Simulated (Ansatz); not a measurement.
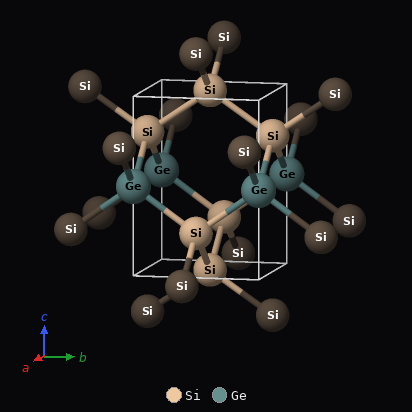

Figure: ball-and-stick view slightly off an axis. One conventional unit cell is framed, with atoms on its boundary repeated. Every bond is drawn to its end, so some atoms lie outside the box, in fainter colours.

Si3Ge, space group Pmm2 (No. 25), a = 3.768 Å, b = 3.888 Å, c = 5.484 Å, α = 90.00°, β = 90.00°, γ = 90.00°. Origin of the cell: a structure type filled with these elements by a generator (whether the compound takes this form wasn't checked). The cell was then strained or its atoms displaced on purpose. A calculation with Ansatz used it as input.

This one geometry was computed with Ansatz (DFT, plane waves, PAW) at three levels of theory: HSE06, PBE and r2SCAN. It was relaxed with r2SCAN and then strained.

Which level gives the highest pressure at this volume, and what does that say about its equilibrium volume?

Answer. Highest: PBE (4.8 GPa), which points to the largest equilibrium volume. Lowest, with the smallest volume: HSE06 (3.3 GPa) and r2SCAN (3.1 GPa). Levels within 0.5 GPa of each other can't be told apart.

How does the band gap change with the level of theory?

Answer. PBE: a gap of 0.07 eV, indirect; r2SCAN: a gap of 0.25 eV, indirect; HSE06: a gap of 0.63 eV, indirect.

Collect the results in a table.

Answer.
| level | cutoff (eV) | k-mesh of the run's cell | gap (eV) | pressure (GPa) |
| --- | --- | --- | --- | --- |
| HSE06 | 420 | 4×4×4 | 0.63 | 3.3 |
| PBE | 420 | 6×6×6 | 0.07 | 4.8 |
| r2SCAN | 500 | 6×6×6 | 0.25 | 3.1 |

Gaps are taken on the k-mesh or band path of each run.
